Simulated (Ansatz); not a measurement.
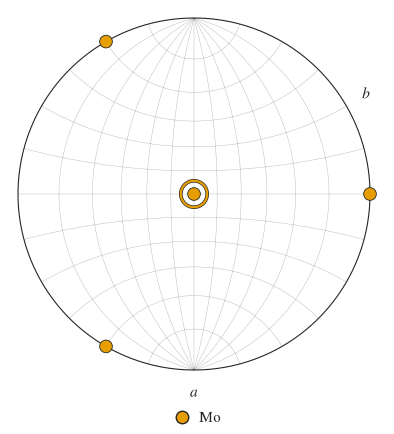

Crystal: SbMo, the geometry relaxed with Ansatz 0.2.0, DFT, PBE, PAW with Ansatz's default frozen-core files, scalar-relativistic; the starting structure was generated, so it need not be a known form of this composition. Directions from one antimony atom at (1/3, 2/3, 1/4) to its bonded neighbours, in stereographic projection down c (filled: above the plane of the page or in it, open: below). All values are computed from the atomic coordinates in the standard setting (tolerance 0.002 Å).

Neighbours are counted up to 3.43 Å for Mo.

```yaml
crystal:
  lattice:
    - [4.64377, 0.00000, 0.00000]
    - [-2.32188, 4.02162, 0.00000]
    - [0.00000, 0.00000, 5.45412]
  atoms:
    - { symbol: Mo, position: [0.33333, 0.66667, 0.75000] }
    - { symbol: Mo, position: [0.66667, 0.33333, 0.25000] }
    - { symbol: Sb, position: [0.33333, 0.66667, 0.25000] }
    - { symbol: Sb, position: [0.66667, 0.33333, 0.75000] }
```

**How many neighbours are there, and at what angles?**

5: 3 Mo at 2.68 Å, 2 Mo at 2.73 Å. Angles between bonds: 90° (6×), 120° (3×), 180° (1×).

**What is the site's symmetry in the crystal?**

Point group -6m2 (D3h), order 12: one −6 axis, three twofold axes, four mirror planes. In No. 194, P6₃/mmc this is Wyckoff position 2c.
